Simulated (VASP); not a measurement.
Given:

```
CELL_PARAMETERS angstrom
      5.06743    -1.40003     0.01160
      5.06743     1.40003     0.01160
     -1.90379     0.00000     6.45413
ATOMIC_POSITIONS crystal
  Mg 0.53047 0.53047 0.79602
  Mg 0.46953 0.46953 0.20398
  Pt 0.13872 0.13872 0.51934
  Pt 0.86128 0.86128 0.48066
  Pt 0.18988 0.18988 0.13372
  Pt 0.81012 0.81012 0.86628
```

These are PBEsol GGA, VASP's PBE PAW potentials (set 64) (plane waves; VASP) values and carry that method's errors. Settings: 400 eV cut-off, 13×13×6 Γ-centred mesh, tetrahedra with Blöchl corrections, potentials Mg Pt.

Unless said otherwise, spin-orbit coupling is left out, though it shifts the bands of the heavy elements here.

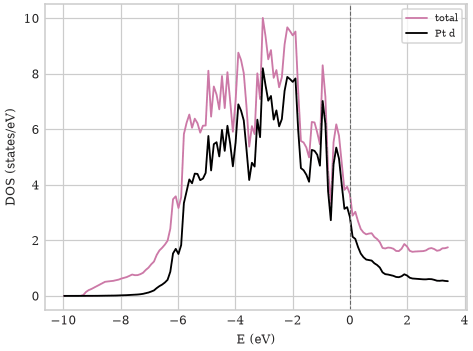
Figure. Total and projected density of states, zero at the Fermi level

Within 2 eV below the Fermi level the largest weight inside VASP's projection spheres is Pt d.

It has no gap at this level: it comes out as a metal or semimetal.

The structure comes from a computed database's MgPt2 entry (C2/m); how it stands against other phases isn't given here. It was relaxed first.
